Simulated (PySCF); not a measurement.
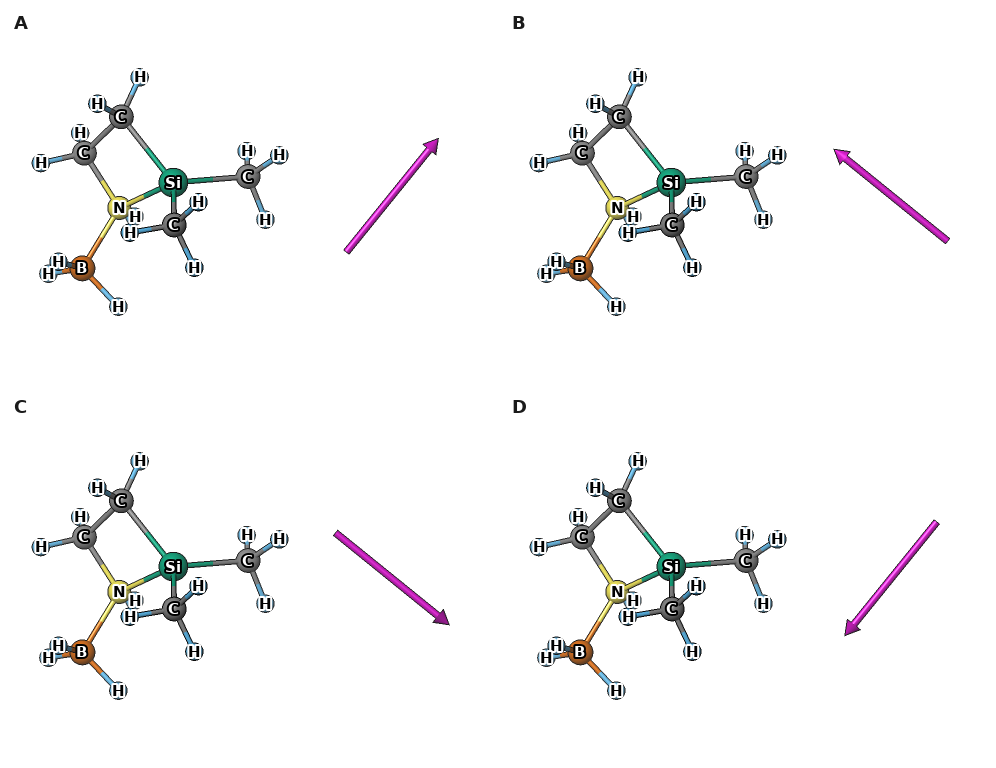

The same molecule four times, each with an arrow. The geometry was computed by an optimisation with GFN2-xTB. No frequency run is at hand to confirm it as a minimum. Method: PBE0/pcSseg-1, gas phase (PySCF 2.14.0).

### Which arrow points along the dipole moment, from the negative to the positive end?

A. The dipole moment is 5.81 D.

The geometry is semi-empirical. Around B, Si such bond lengths and angles can be off by a tenth of an ångström or more and by several degrees, and values that hang on the shape move with them.
